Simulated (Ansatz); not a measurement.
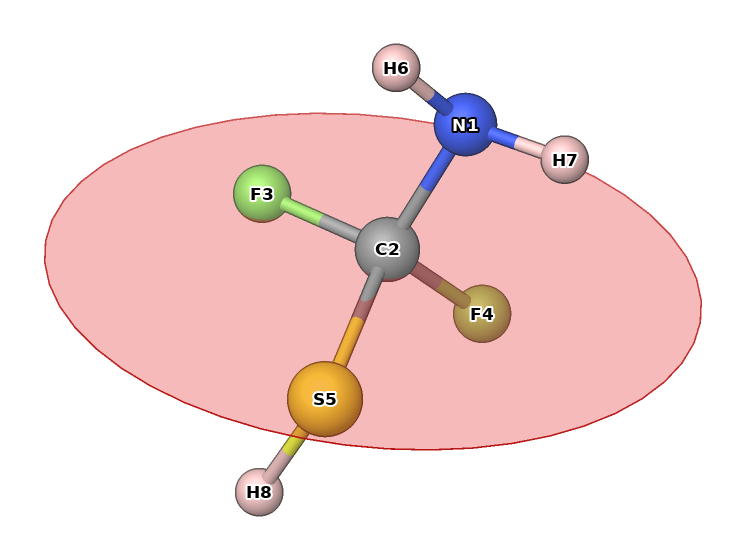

A disc through the centre of mass is drawn in. Atoms fade into the background with distance from the viewer. Computed geometry: PBE0-D4/def2-TZVP optimisation.

### Is the plane of the disc a mirror plane of the structure?

No. The point group is Cs, with 1 mirror plane, and this plane isn't one of its mirror planes.
